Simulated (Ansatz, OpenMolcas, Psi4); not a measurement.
**HBS (hydrogen boron sulfide): methods side by side**

The species is HBS (3 atoms), meant as a singlet with charge 0. SMILES: `B=S`. Geometry: relaxed at PBE0-D4/def2-TZVP.

| atom | x (Å) | y (Å) | z (Å) |
| --- | --- | --- | --- |
| B | -0.0387 | -0.0146 | 0.1348 |
| S | 0.3992 | 0.1476 | -1.3933 |
| H | -0.3605 | -0.1331 | 1.2585 |

Quantity: the vertical energy of the triplet above the singlet, in eV. The values are calculated.

```
                                             level                    kind     program  value (eV)  CPU time (all runs)
                                    HF/def2-TZVPPD            Hartree–Fock      Ansatz        3.69                 33 s
                                 SVWN5/def2-TZVPPD                     LDA  OpenMolcas        4.82                 52 s
                                  BLYP/def2-TZVPPD                     GGA  OpenMolcas        4.62                 74 s
                                 BHLYP/def2-TZVPPD           global hybrid      Ansatz        4.38                3 min
                                 wB97X/def2-TZVPPD  range-separated hybrid        Psi4        4.96                 31 s
                               RPA@PBE/def2-TZVPPD                     RPA      Ansatz        4.65                3 min
                                   MP3/def2-TZVPPD     perturbation theory        Psi4        5.14                 79 s
OMP2/def2-TZVPPD (density fitting for correlation)     perturbation theory        Psi4        5.42                 20 s
                                  CCSD/def2-TZVPPD   coupled cluster or CI      Ansatz        4.58                 61 s
                FCI/STO-3G, open shells restricted      exact in the basis  OpenMolcas        5.20                9.7 s
```

The values span 3.69 to 5.42 eV. High-level rows in very small sets aren't better than simpler rows in larger ones. Times are those of the runs behind each value, whatever else they computed, on shared processors of several kinds: orders of magnitude only.

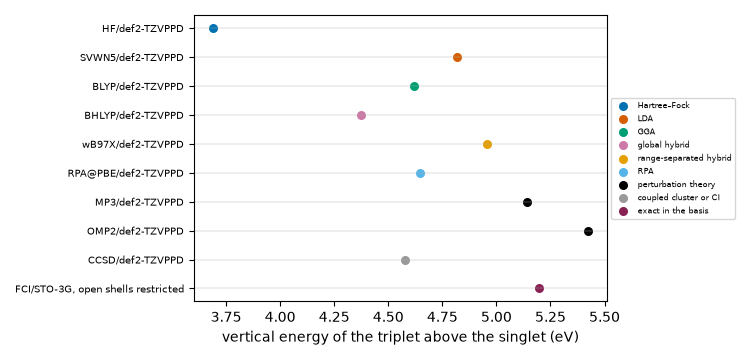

The values of the table, level by level.
